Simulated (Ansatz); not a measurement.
# Fields on a plane of BaZrO3 (cubic perovskite)

```xyz
5
Lattice="4.2051 0.0000 0.0000 0.0000 4.2051 0.0000 0.0000 0.0000 4.2051" Properties=species:S:1:pos:R:3 pbc="T T T"
Ba     0.0000     0.0000     0.0000
Zr     2.1025     2.1025     2.1025
O      2.1025     0.0000     2.1025
O      0.0000     2.1025     2.1025
O      2.1025     2.1025     0.0000
```

The slice is a {100} plane (indices of the conventional cell) through the point (0.500, 0.500, 0.500) (fractional), spanned by u = [100] and v = [010] in vectors of this cell: u (4.21 Å) and v (4.21 Å, at 90° to u). It covers one period; positions are fractions (u, v).

Atoms on it: Zr at (0.00, 0.00); O at (0.00, 0.50); O at (0.50, 0.00).

Level of theory: r2SCAN (plane waves to 500 eV, PAW, scalar-relativistic; Ansatz, a first-principles code). k mesh 8×8×8. These are valence fields of a PAW run, semicore shells included where kept as valence: close to a nucleus they are smooth pseudo fields. BaZrO3 is run without spin polarisation. BaZrO3 was relaxed with its symmetry unable to fall.

```
|8888876556789999987655678888|
|8888875556788999887655578888|
|8888765445678888876544567888|
|8887654444566777665444456788|
|7776543334455666554433345677|
|6655433333344454443333334556|
|5554433222333333333222334455|
|5554433222222222222222334455|
|6665443221111121111122344566|
|7776543321111111111123345677|
|8887654321100000001123456788|
|9988654321100000001123456889|
|9998764321100000001123467899|
|9998765322100000001223567899|
|9998764321100000001123467899|
|9988654321100000001123456889|
|8887654321100000001123456788|
|7776543321111111111123345677|
|6665443221111121111122344566|
|5554433222222222222222334455|
|5554433222333333333222334455|
|6655433333344454443333334556|
|7776543334455666554433345677|
|8887654444566777665444456788|
|8888765445678888876544567888|
|8888875556788999887655578888|
|8888876556789999987655678888|
|8888876556789999987655678888|
```
Scale: ten equal steps from -1.57 (start of '0') to 0.88 (end of '9'), in the order '0123456789'. Values: log₁₀ of the valence density in e/Å³. The map has 28 points along u (one character each, u = 0 at the left) and 28 along v (v = 0 in the bottom row). The scale is logarithmic, as a density can span decades between atoms and voids.

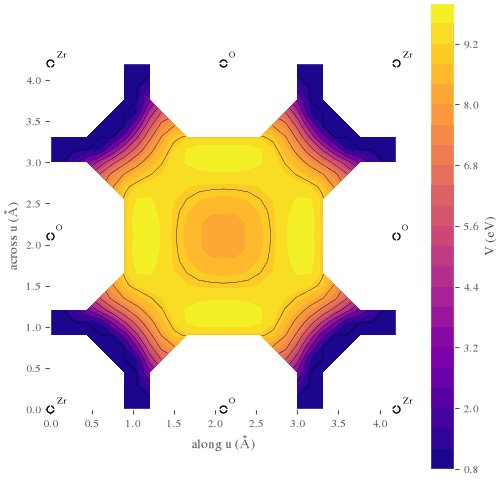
Electrostatic potential energy of an electron, from the cell's mean, in eV, one period of the plane, atoms marked. Points within 0.9 Å of a nucleus are left white, as the pseudised field means little there. Values under 1 eV are set to 1. The zero, the cell's mean, hangs on the PAW cores.

- Density on the Zr–O line (2.10 Å) at its density minimum, 1.1 Å from Zr = 0.64 e/Å³
- ELF at that point = 0.2
